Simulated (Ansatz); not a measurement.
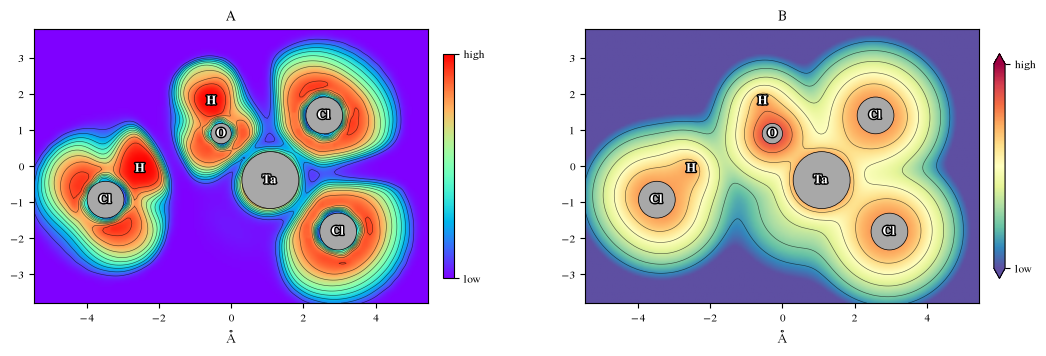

Cl4HOTa···HCl: 2 fields on the plane of atoms Cl5, Ta1 and O7, with unlabelled colour scales. Grey discs cover the atomic cores.

Core potentials replace the inner electrons of Ta.

All numbers below come from Ansatz, RHF/def2-SVP.

**Match the panels to the quantities (electron density and electron localisation function).**

Panel A: electron localisation function. Panel B: electron density. From the grid: O7···H9 (2.46 Å): the density falls to about 0.06 e/Å³ on the way; the ELF dips to about 0 between them (a non-bonded, intermolecular contact). Ta–O (1.88 Å): the density is about 1 e/Å³ at the midpoint; the ELF peaks at about 0.85 in the valence shell of O, 0.5 Å from its nucleus, and drops to about 0.20 between the two atoms.
